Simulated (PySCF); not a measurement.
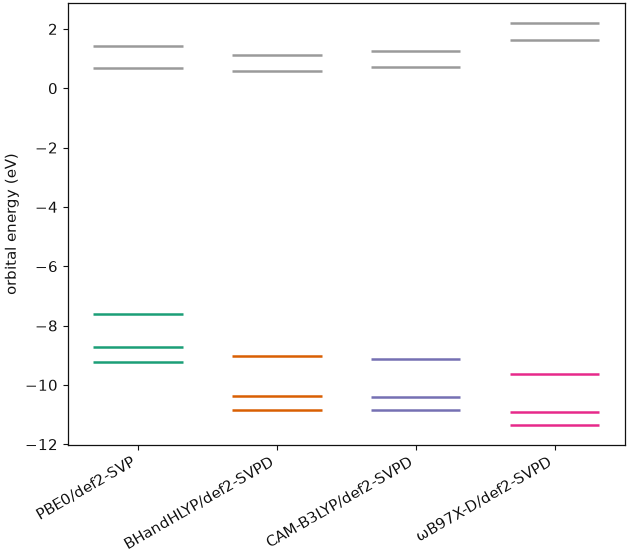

Frontier orbital energies of Si₂NH₇O, SMILES O[SiH2]N[SiH3] at one geometry, PySCF, at a PBE0-D3(BJ)/def2-SVP geometry (no frequency check). Empty levels are grey, levels within 0.1 eV stand side by side; all columns show the same few orbitals around the gap.

Question: Compare the HOMO-LUMO separations.

Answer: The separation grows from 8.30 eV (PBE0/def2-SVP) to 11.27 eV (ωB97X-D/def2-SVPD).

| level | HOMO (eV) | LUMO (eV) | separation (eV) |
| --- | --- | --- | --- |
| PBE0/def2-SVP | −7.61 | 0.69 | 8.30 |
| BHandHLYP/def2-SVPD | −9.03 | 0.59 | 9.62 |
| CAM-B3LYP/def2-SVPD | −9.13 | 0.72 | 9.85 |
| ωB97X-D/def2-SVPD | −9.64 | 1.62 | 11.27 |

Limits of at least one run: empty levels above zero depend strongly on the basis; one conformer of a flexible molecule.
